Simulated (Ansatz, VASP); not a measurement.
# CrSBr in two plane-wave programs

One calculation is typed for both programs; each brings its own data sets and cutoff. How far apart do they land? The structure shown is the end of the VASP relaxation below.

Program: Ansatz 0.2.0. Level of theory: plane waves, with VASP 6.6.1 beside it; single point at LDA and band structure at LDA. Results are calculated unless marked as measured.

**1. The starting structure**

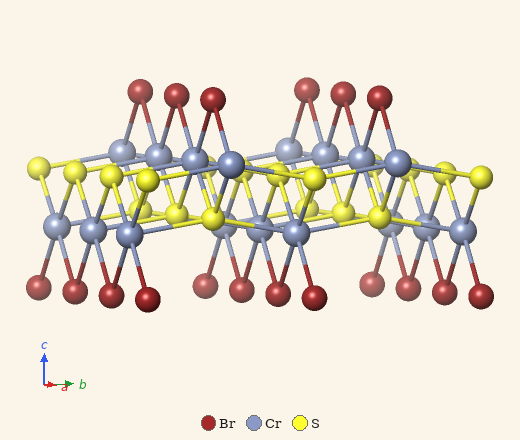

Start, viewed from the side, with the c axis up; bromine red, chromium light blue, sulfur yellow. 3×2×1 cells are drawn. Some periodic images of atoms are drawn too.

The cell holds 6 atoms: 2 Br, 2 Cr and 2 S. Its edges and angles: a = 3.540 Å, b = 4.755 Å, c = 20.608 Å, α = 90.0°, β = 90.0°, γ = 90.0°. It derives from CrSBr. As first built, before any earlier steps moved the atoms: kind sheets cut from a layered crystal; sheets 1. Vacuum lies along c.

As a file:

```
Br Cr S
1.0
     3.54046    0.00000    0.00000
     0.00000    4.75547    0.00000
     0.00000    0.00000   20.60793
Br Cr S
2 2 2
Direct
  0.50000 0.50000 0.63097
  0.00000 0.00000 0.36903
  0.00000 0.50000 0.54722
  0.50000 0.00000 0.45278
  0.00000 0.00000 0.52732
  0.50000 0.50000 0.47268
```

**2. VASP: relaxation, LDA**

This run makes the geometry at which the two programs are then compared.

Lines of VASP's logs that name or quote its potential files are left out, and so is its time.

File INCAR:

```
SYSTEM = CrSBr
PREC = Normal
ENCUT = 300
EDIFF = 1E-05
NELM = 120
ISMEAR = 0
SIGMA = 0.05
LREAL = .FALSE.
ALGO = Fast
GGA = CA
NBANDS = 28
ISPIN = 2
MAGMOM = 0 0 3 3 0 0
LMAXMIX = 4
LORBIT = 11
LWAVE = .FALSE.
LCHARG = .FALSE.
KPAR = 2
IBRION = 2
NSW = 40
ISIF = 2
EDIFFG = -0.03
POTIM = 0.4
MAXMIX = 40
IDIPOL = 3
LDIPOL = .TRUE.
DIPOL = 0.5 0.5 0.5
```

File POSCAR:

```
CrSBr
1.0
    3.5404561400      0.0000000000      0.0000000000
    0.0000000000      4.7554718500      0.0000000000
    0.0000000000      0.0000000000     20.6079277397
Br Cr S
2 2 2
Direct
    0.5000000000      0.5000000000      0.6360623880
    0.0000000000      0.0000000000      0.3639376120
    0.0000000000      0.5000000000      0.5493903630
    0.5000000000      0.0000000000      0.4506096370
    0.0000000000      0.0000000000      0.5287155500
    0.5000000000      0.5000000000      0.4712844500
```

File KPOINTS:

```
Automatic mesh
0
Gamma
7 5 1
0 0 0
```

The projector-augmented-wave data sets are Br, Cr and S (LDA family, release 64).

Started as:

```
$ mpirun -np 2 vasp_std
```

Numbers of over 12 decimals in the logs are rounded to 6 here.

The log of the run:

```text
[banner, memory and clock lines left out]
running    2 mpi-ranks, on    1 nodes
 distrk:  each k-point on    1 cores,    2 groups
 distr:  one band on    1 cores,    1 groups

 POSCAR found type information on POSCAR BrCrS
 POSCAR found :  3 types and       6 ions
 LDA part: xc-table for (Slater(with rela. corr.)+CA(PZ))
 , standard interpolation
 POSCAR, INCAR and KPOINTS ok, starting setup
 FFT: planning ... GRIDC
 FFT: planning ... GRID_SOFT
 FFT: planning ... GRID
 WAVECAR not read
 entering main loop
       N       E                     dE             d eps       ncg     rms          rms(c)
DAV:   1     0.297022007921E+03    0.29702E+03   -0.96615E+03  1344   0.697E+02
DAV:   2     0.190787840289E+02   -0.27794E+03   -0.26471E+03  1500   0.229E+02
DAV:   3    -0.388761697205E+02   -0.57955E+02   -0.55903E+02  2112   0.106E+02
DAV:   4    -0.419680936563E+02   -0.30919E+01   -0.30247E+01  1940   0.301E+01
DAV:   5    -0.420440200125E+02   -0.75926E-01   -0.75624E-01  1972   0.477E+00    0.190E+01
RMM:   6    -0.402004853955E+02    0.18435E+01   -0.33340E+01  1350   0.555E+01    0.235E+01
RMM:   7    -0.380335360911E+02    0.21669E+01   -0.54051E+00  1348   0.235E+01    0.815E+00
RMM:   8    -0.381979343087E+02   -0.16440E+00   -0.19298E+00  1645   0.502E+00    0.349E+00
RMM:   9    -0.381844931772E+02    0.13441E-01   -0.16020E-01  1614   0.183E+00    0.101E+00
RMM:  10    -0.381887688728E+02   -0.42757E-02   -0.18158E-02  1663   0.812E-01    0.430E-01
RMM:  11    -0.381888056089E+02   -0.36736E-04   -0.39703E-03  1567   0.369E-01    0.220E-01
RMM:  12    -0.381891769223E+02   -0.37131E-03   -0.13997E-03  1569   0.176E-01    0.130E-01
RMM:  13    -0.381893953735E+02   -0.21845E-03   -0.29308E-04  1548   0.123E-01    0.470E-02
RMM:  14    -0.381895609730E+02   -0.16560E-03   -0.11152E-04  1267   0.490E-02    0.190E-02
RMM:  15    -0.381897009315E+02   -0.13996E-03   -0.41848E-05  1112   0.321E-02    0.117E-02
RMM:  16    -0.381897924133E+02   -0.91482E-04   -0.14125E-05   920   0.267E-02    0.921E-03
RMM:  17    -0.381899170785E+02   -0.12467E-03   -0.14711E-05   926   0.195E-02    0.622E-03
RMM:  18    -0.381900234676E+02   -0.10639E-03   -0.16823E-05   946   0.189E-02    0.381E-03
RMM:  19    -0.381900445321E+02   -0.21065E-04   -0.46104E-06   857   0.164E-02    0.216E-03
RMM:  20    -0.381900604212E+02   -0.15889E-04   -0.38414E-06   853   0.101E-02    0.104E-03
RMM:  21    -0.381900648728E+02   -0.44516E-05   -0.12547E-06   772   0.928E-03
   1 F= -.38190065E+02 E0= -.38190062E+02  d E =-.381901E+02  mag=     6.0000
[... from here on, the cycles between the ionic steps are left out ...]
   2 F= -.38228085E+02 E0= -.38228082E+02  d E =-.380203E-01  mag=     6.0000
   3 F= -.38260353E+02 E0= -.38260346E+02  d E =-.702877E-01  mag=     6.0000
   4 F= -.38260551E+02 E0= -.38260545E+02  d E =-.704863E-01  mag=     6.0000
   5 F= -.38264490E+02 E0= -.38264483E+02  d E =-.393892E-02  mag=     6.0000
   6 F= -.38267892E+02 E0= -.38267885E+02  d E =-.734074E-02  mag=     6.0000
   7 F= -.38270694E+02 E0= -.38270688E+02  d E =-.280192E-02  mag=     6.0001
   8 F= -.38271562E+02 E0= -.38271557E+02  d E =-.366968E-02  mag=     6.0001
 curvature:  -2.56 expect dE=-0.221E-03 dE for cont linesearch -0.990E-04
 ZBRENT: interpolating
 opt :   2.2535  next Energy=   -38.271638 (dE=-0.375E-02)
 bond charge predicted
       N       E                     dE             d eps       ncg     rms          rms(c)
DAV:   1    -0.382713341354E+02    0.23047E-03   -0.36601E-02  1392   0.848E-01    0.190E-01
RMM:   2    -0.382715601528E+02   -0.22602E-03   -0.94632E-04  1525   0.233E-01    0.725E-02
RMM:   3    -0.382715913627E+02   -0.31210E-04   -0.17241E-04  1365   0.774E-02    0.879E-02
RMM:   4    -0.382715962415E+02   -0.48788E-05   -0.20159E-05   945   0.365E-02
   9 F= -.38271596E+02 E0= -.38271592E+02  d E =-.370433E-02  mag=     6.0001
 curvature:  -1.98 expect dE=-0.654E-04 dE for cont linesearch -0.997E-05
 trial: gam= 0.02012 g(F)=  0.330E-04 g(S)=  0.000E+00 ort = 0.175E-03 (trialstep = 0.140E+01)
 search vector abs. value=  0.425E-04
 reached required accuracy - stopping structural energy minimisation
```

From OUTCAR (step 2):

```text
ion  position               nearest neighbor table
   1  0.500  0.500  0.636-   3 2.51   3 2.51
   2  0.000  0.000  0.364-   4 2.51   4 2.51
   3  0.000  0.500  0.549-   6 2.39   6 2.39   5 2.42   5 2.42   1 2.51   1 2.51
   4  0.500  0.000  0.451-   5 2.39   5 2.39   6 2.42   6 2.42   2 2.51   2 2.51
   5  0.000  0.000  0.529-   4 2.39   4 2.39   3 2.42   3 2.42
   6  0.500  0.500  0.471-   3 2.39   3 2.39   4 2.42   4 2.42

  LATTYP: Found a simple orthorhombic cell.
 ALAT       =     3.5404561400
 B/A-ratio  =     1.3431805570
 C/A-ratio  =     5.8206984990

 Subroutine GETGRP returns: Found  8 space group operations
 (whereof  4 operations were pure point group operations)

The static configuration has the point symmetry C_2v.
 The point group associated with its full space group is D_2h.

 Found     12 irreducible k-points:

   k-points           NKPTS =     12   k-points in BZ     NKDIM =     12   number of bands    NBANDS=     28

   dimension x,y,z NGX =    16 NGY =   20 NGZ =   90
   dimension x,y,z NGXF=    32 NGYF=   40 NGZF=  180

   ENCUT  =  300.0 eV  22.05 Ry    4.70 a.u.   5.00  6.72 29.10*2*pi/ulx,y,z

   NELECT =      38.0000    total number of electrons

 k-points in reciprocal lattice and weights: Automatic mesh
   0.00000000  0.00000000  0.00000000       0.029
   0.14285714  0.00000000  0.00000000       0.057
   0.28571429  0.00000000  0.00000000       0.057
   0.42857143  0.00000000  0.00000000       0.057
   0.00000000  0.20000000  0.00000000       0.057
   0.14285714  0.20000000  0.00000000       0.114
   0.28571429  0.20000000  0.00000000       0.114
   0.42857143  0.20000000  0.00000000       0.114
   0.00000000  0.40000000  0.00000000       0.057
   0.14285714  0.40000000  0.00000000       0.114
   0.28571429  0.40000000  0.00000000       0.114
   0.42857143  0.40000000  0.00000000       0.114

 dipolmoment           0.000000      0.000000     -0.000000 electrons x Angstroem

 average (electrostatic) potential at core
       1 -73.9874       2 -73.9874       3 -51.5208       4 -51.5208       5 -94.4755
       6 -94.4755

 E-fermi :  -2.3299

 spin component 1
 k-point     1 :       0.0000    0.0000    0.0000
  band No.  band energies     occupation
    ...
     18      -3.4956      1.00000
     19      -3.4315      1.00000
     20      -3.3974      1.00000
     21      -2.8327      1.00000
     22      -2.4364      0.99870
     23      -2.2097      0.00034
     24      -2.0479      0.00000
     25      -0.5705      0.00000
     26      -0.4950      0.00000
     27       2.0920      0.00000
    ...

 k-point     2 :       0.1429    0.0000    0.0000
  band No.  band energies     occupation
    ...
     18      -3.3797      1.00000
     19      -3.0909      1.00000
     20      -3.0749      1.00000
     21      -2.8093      1.00000
     22      -2.5359      1.00000
     23      -2.1461      0.00000
     24      -2.0902      0.00000
     25      -1.1410      0.00000
     26      -0.8833      0.00000
     27       2.5096      0.00000
    ...

 k-point     3 :       0.2857    0.0000    0.0000
  band No.  band energies     occupation
    ...
     18      -3.2822      1.00000
     19      -3.1014      1.00000
     20      -2.9496      1.00000
     21      -2.8074      1.00000
     22      -2.7386      1.00000
     23      -2.1993      0.00011
     24      -2.1207      0.00000
     25      -1.2166      0.00000
     26      -1.1007      0.00000
     27       2.8635      0.00000
    ...

 k-point     4 :       0.4286    0.0000    0.0000
  band No.  band energies     occupation
    ...
     18      -3.3555      1.00000
     19      -3.2904      1.00000
     20      -3.2206      1.00000
     21      -2.9320      1.00000
     22      -2.7808      1.00000
     23      -2.2107      0.00037
     24      -2.1609      0.00000
     25      -0.8219      0.00000
     26      -0.7839      0.00000
     27       2.7260      0.00000
    ...

 k-point     5 :       0.0000    0.2000    0.0000
  band No.  band energies     occupation
    ...
     18      -3.3284      1.00000
     19      -3.2336      1.00000
     20      -3.1878      1.00000
     21      -3.0304      1.00000
     22      -2.9818      1.00000
     23      -1.4783      0.00000
     24      -0.7849      0.00000
     25      -0.5121      0.00000
     26      -0.4172      0.00000
     27       2.4740      0.00000
    ...

 k-point     6 :       0.1429    0.2000    0.0000
  band No.  band energies     occupation
    ...
     18      -3.3719      1.00000
     19      -3.1306      1.00000
     20      -2.9941      1.00000
     21      -2.9870      1.00000
     22      -2.9097      1.00000
     23      -1.4650      0.00000
     24      -1.0517      0.00000
     25      -0.8084      0.00000
     26      -0.7678      0.00000
     27       2.7951      0.00000
    ...

  Total       -2.9588975     -4.1169644     -0.1064622      0.0000000      0.0000000      0.0000000
  in kB      -13.6632288    -19.0108063     -0.4916081      0.0000000      0.0000000      0.0000000
  external PRESSURE =     -11.0552144 kB  Pullay stress =       0.0000000 kB

  energy-cutoff  :      300.00
  volume of cell :      346.97
      direct lattice vectors                 reciprocal lattice vectors
     3.540456140  0.000000000  0.000000000     0.282449481  0.000000000  0.000000000
     0.000000000  4.755471850  0.000000000     0.000000000  0.210284075  0.000000000
     0.000000000  0.000000000 20.607927740     0.000000000  0.000000000  0.048525015

 POSITION                                       TOTAL-FORCE (eV/Angst)
 -----------------------------------------------------------------------------------
      1.77023      2.37774     13.00307         0.000000      0.000000     -0.003209
      0.00000      0.00000      7.60486         0.000000      0.000000      0.003209
      0.00000      2.37774     11.27697         0.000000      0.000000      0.002731
      1.77023      0.00000      9.33096         0.000000      0.000000     -0.002731
      0.00000      0.00000     10.86694         0.000000      0.000000      0.020247
      1.77023      2.37774      9.74099         0.000000      0.000000     -0.020247
 -----------------------------------------------------------------------------------
    total drift:                                0.000000      0.000000     -0.000000

  FREE ENERGIE OF THE ION-ELECTRON SYSTEM (eV)
  ---------------------------------------------------
  free  energy   TOTEN  =       -38.2715962415 eV

  energy  without entropy=      -38.2715870676  energy(sigma->0) =      -38.27159165

 reached required accuracy - stopping structural energy minimisation

 vacuum level on the upper side and lower side of the slab         3.356         3.356

 total charge
# of ion       s       p       d       tot
------------------------------------------
    1        1.614   3.228   0.024   4.866
    2        1.614   3.228   0.024   4.866
    3        0.387   0.547   4.288   5.222
    4        0.387   0.547   4.288   5.222
    5        1.332   2.396   0.000   3.727
    6        1.332   2.396   0.000   3.727
--------------------------------------------------
tot          6.665  12.342   8.623  27.631

 magnetization (x)
# of ion       s       p       d       tot
------------------------------------------
    1        0.001   0.019   0.007   0.027
    2        0.001   0.019   0.007   0.027
    3        0.039   0.041   2.798   2.879
    4        0.039   0.041   2.798   2.879
    5       -0.005  -0.082   0.000  -0.087
    6       -0.005  -0.082   0.000  -0.087
--------------------------------------------------
tot          0.070  -0.042   5.610   5.638

[... 6 further parts left out ...]
```

CONTCAR:

```
CrSBr
   1.00000000000000
     3.5404561399999999    0.0000000000000000    0.0000000000000000
     0.0000000000000000    4.7554718500000002    0.0000000000000000
     0.0000000000000000    0.0000000000000000   20.6079277396999991
  Br              Cr              S
     2     2     2
Direct
     0.5000000000000000    0.5000000000000000    0.6309741430000488
     0.0000000000000000    0.0000000000000000    0.3690258569999512
     0.0000000000000000    0.5000000000000000    0.5472152262692713
     0.5000000000000000    0.0000000000000000    0.4527847737307288
     0.0000000000000000    0.0000000000000000    0.5273183100457216
     0.5000000000000000    0.5000000000000000    0.4726816899542784
```

[end of part 1 of 3]

[Lines on the potential files, build, host, timing and source positions are cut from VASP's logs without a mark.]

[Logs are printed without paths, hosts, clocks, repeated set-up lines and the standing remarks that a program may print on its own settings, such as how far it seeks lower states.]

[Hosts, paths, dates, database ids (printed as entryN), source tags and the programs' standing remarks are cut or masked in the printed files.]
